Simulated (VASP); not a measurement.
Band structure of Be₃Ni (space group I4/mmm). Method: PBEsol GGA, VASP's PBE PAW potentials (set 64) (plane waves; VASP).

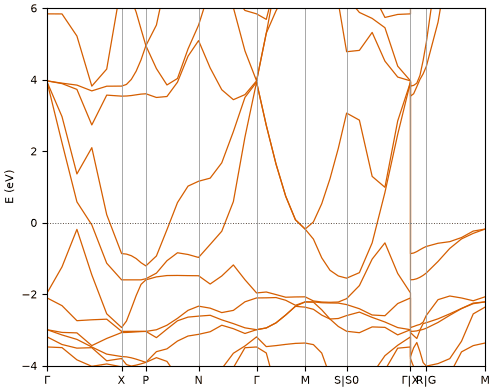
Figure: Bands along high-symmetry lines, zero at the valence-band maximum or, without a gap, the Fermi level

### Question
Read the plot: is there a gap, and where are the band edges?

### Answer
It has no gap at this level: it comes out as a metal or semimetal.

The structure comes from a computed database's Be3Ni entry (I4/mmm); how it stands against other phases isn't given here. The cell was not relaxed at this level. The run is not spin-polarised, so no magnetic state was tried.
